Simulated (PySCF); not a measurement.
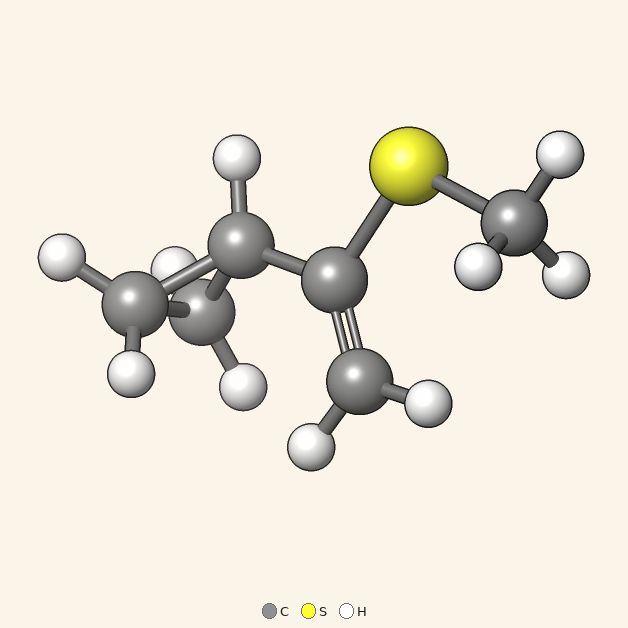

A ball-and-stick model of a molecule. Multiple sticks mark multiple bonds (one Kekulé form).

Computed geometry: GFN2-xTB optimisation. No frequency run is at hand to confirm it as a minimum.

Which formula does it have?

C₆H₁₀S, 17 atoms: 6 carbon, 10 hydrogen and 1 sulfur.

Name some functional groups or characteristic bonds that it holds.

Among them: alkene, thioether.

More results for the same structure follow; atom numbers are the same in all pictures, views and colours differ.

**Geometry**

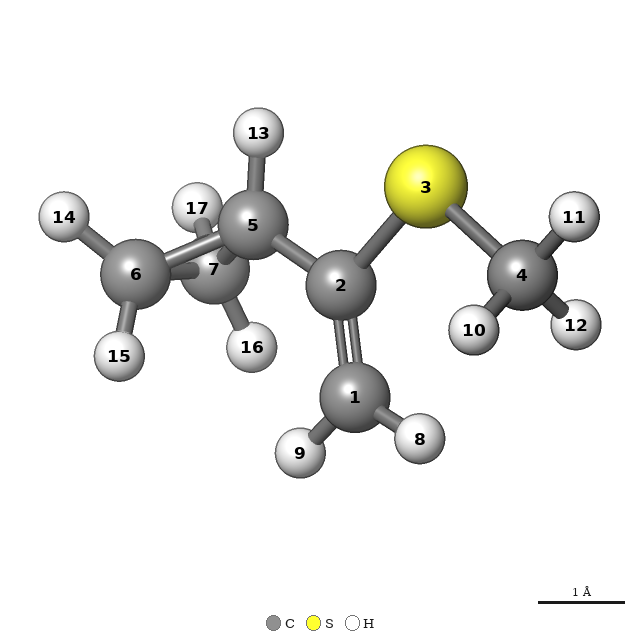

Atoms carry their numbers in the input. No frequency run is at hand to confirm it as a minimum.

Describe the coordination of atom 1.

C1 has 3 neighbours (C2 at 1.33, H8 at 1.07, H9 at 1.08 Å); the arrangement is trigonal planar.

What is the geometry at S3?

S3 has 2 neighbours (C2 at 1.77, C4 at 1.81 Å); the arrangement is bent.

What is the geometry at C4?

C4 has 4 neighbours (S3 at 1.81, H10 at 1.09, H11 at 1.09, H12 at 1.09 Å); the arrangement is tetrahedral.

What is the geometry at C2?

C2 has 3 neighbours (C1 at 1.33, S3 at 1.77, C5 at 1.48 Å); the arrangement is trigonal planar.

What is the dihedral angle S3–C2–C5–C6?

143° in size, that is anticlinal.

**Dipole moment**

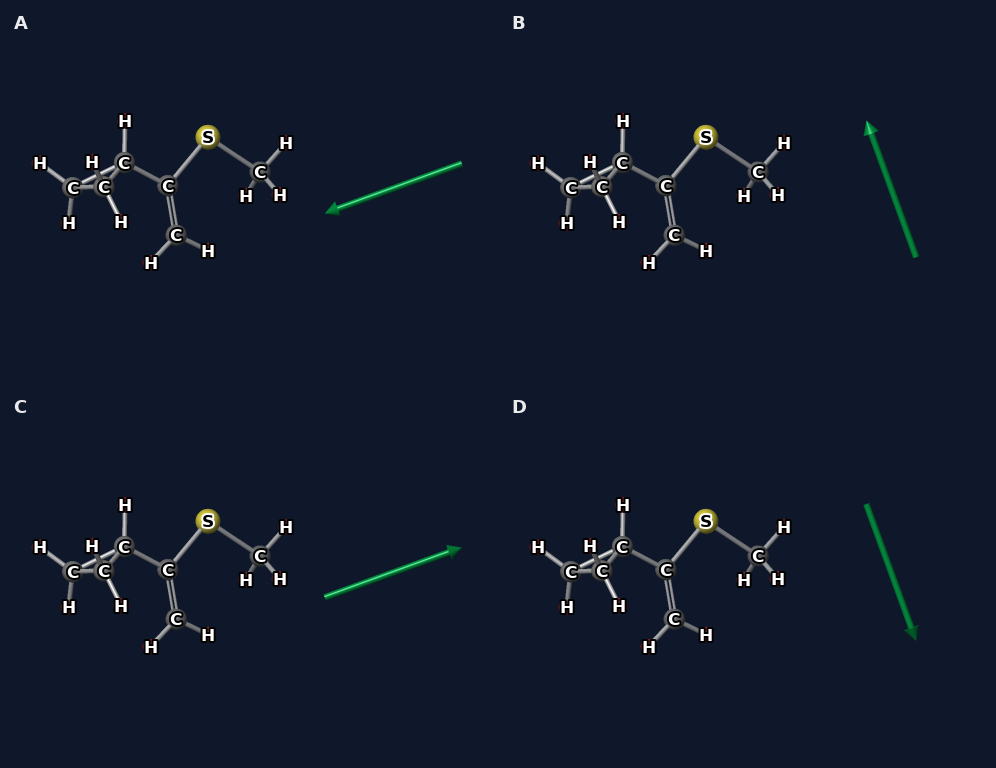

The same molecule four times, each with an arrow. No frequency run is at hand to confirm it as a minimum. Level of theory: PBE0/pcSseg-1, gas phase (PySCF 2.14.0).

Which arrow points along the dipole moment, from the negative to the positive end?

D. The dipole moment is 0.75 D.

**Ring current**

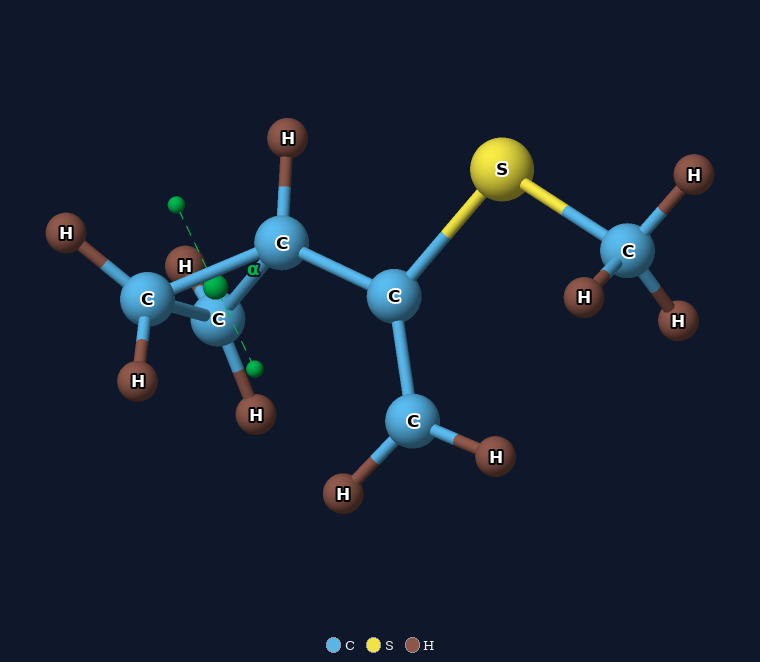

The small points mark where nucleus-independent chemical shifts (NICS) were computed: at the centre of each lettered ring and 1 Å above and below it. No frequency run is at hand to confirm it as a minimum. Properties computed with GIAO PBE0/pcSseg-1 NMR shielding, non-relativistic, gas phase (PySCF 2.14.0).

Give NICS(0), NICS(1) and the out-of-plane component NICS(1)zz for each ring (means of the two sides).

```json
{"ring": "α", "members": "C3", "NICS(0)": "−43.4", "NICS(1)": "−7.9", "NICS(1)zz": "−23.0"}
```

Values in ppm.

**NMR shielding**

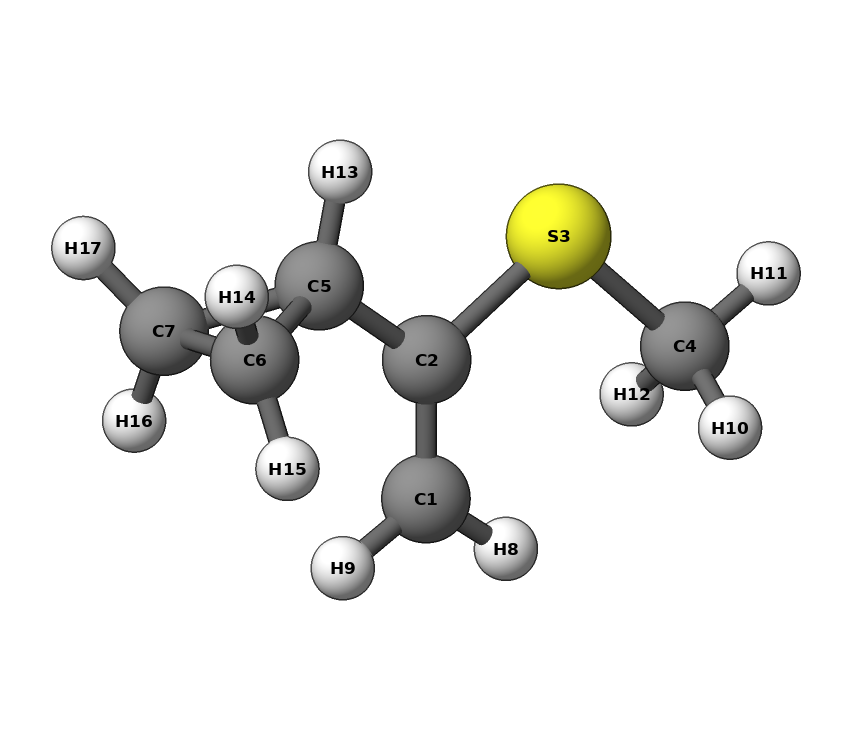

No frequency run is at hand to confirm it as a minimum. Level of theory: GIAO PBE0/pcSseg-1 NMR shielding, non-relativistic, gas phase (PySCF 2.14.0). Principal shieldings σ11 ≤ σ22 ≤ σ33, span Ω = σ33 − σ11, skew κ = 3(σiso − σ22)/Ω.

Give the shielding tensors of the S atoms.

| atom | σ11 | σ22 | σ33 | σiso | Ω | κ |
| --- | --- | --- | --- | --- | --- | --- |
| S3 | 285.7 | 385.1 | 712.5 | 461.1 | 426.9 | 0.53 |

Shieldings and span in ppm.
